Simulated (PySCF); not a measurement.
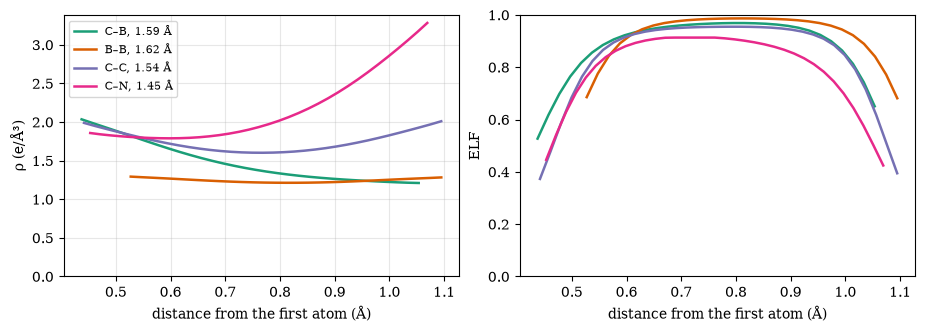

C₂H₁₃B₂NSi₂ (SMILES BBCCN([SiH3])[SiH3]). Electron density and electron localisation function along straight lines between neighbouring atoms. The curves leave out the atomic cores.

Geometry: GFN2-xTB.

Level of theory: PBE0/pcSseg-1, SCF density, gas phase, non-relativistic (PySCF 2.14.0).

```yaml
atoms:
  - { symbol: B, position_ang: [2.6427, -1.1856, 0.1083] }
  - { symbol: B, position_ang: [1.7722, 0.0996, 0.5782] }
  - { symbol: C, position_ang: [1.0731, 1.0842, -0.4563] }
  - { symbol: C, position_ang: [-0.3914, 1.4041, -0.1202] }
  - { symbol: N, position_ang: [-1.2603, 0.2454, -0.1828] }
  - { symbol: Si, position_ang: [-1.5863, -0.4094, -1.7567] }
  - { symbol: Si, position_ang: [-1.5088, -0.6561, 1.2758] }
  - { symbol: H, position_ang: [2.1726, -2.2550, -0.0109] }
  - { symbol: H, position_ang: [3.7883, -1.1287, -0.1444] }
  - { symbol: H, position_ang: [1.6503, 0.4230, 1.7051] }
  - { symbol: H, position_ang: [1.6249, 2.0296, -0.4262] }
  - { symbol: H, position_ang: [1.1079, 0.7327, -1.4902] }
  - { symbol: H, position_ang: [-0.7661, 2.1494, -0.8320] }
  - { symbol: H, position_ang: [-0.4497, 1.8368, 0.8820] }
  - { symbol: H, position_ang: [-2.8623, -1.1123, -1.6634] }
  - { symbol: H, position_ang: [-1.6698, 0.7350, -2.6689] }
  - { symbol: H, position_ang: [-0.5412, -1.3299, -2.2280] }
  - { symbol: H, position_ang: [-0.3958, -1.5597, 1.5965] }
  - { symbol: H, position_ang: [-1.6701, 0.3301, 2.3480] }
  - { symbol: H, position_ang: [-2.7353, -1.4226, 1.0732] }
```

Q: Compare the contacts.

A: C–B (1.59 Å): the density is about 1.3 e/Å³ at the midpoint; the ELF peaks at about 0.95 between the atoms: localised, covalent bonding.
B–B (1.62 Å): the density is about 1.2 e/Å³ at the midpoint; the ELF peaks at about 1 between the atoms, as expected for localised, covalent bonding.
C–C (1.54 Å): the density is about 1.6 e/Å³ at the midpoint; the ELF peaks at about 0.95 between the atoms (a covalent bond).
C–N (1.45 Å): ρ is about 1.9 e/Å³ halfway; the ELF peaks at about 0.90 between the atoms (a shared electron pair).
